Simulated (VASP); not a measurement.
Band structure of PbTe (rock salt). Computed with PBE GGA, VASP's PBE PAW potentials (set 64) (plane waves; VASP 6.6.1).

Unless said otherwise, spin-orbit coupling is left out, though it shifts the bands of the heavy elements here.

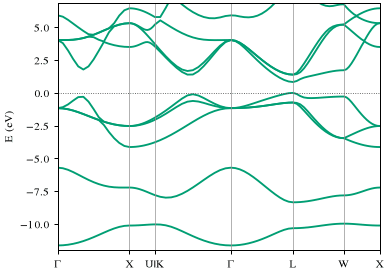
Figure. Bands along high-symmetry lines, zero at the valence-band maximum or, without a gap, the Fermi level

Read the plot: is there a gap, and where are the band edges?

The gap is direct, 0.83 eV, from the valence maximum at L to the conduction minimum at L. (Edges off the drawn lines would not show.)

The compound is PbTe in the rock salt structure. It was relaxed first.
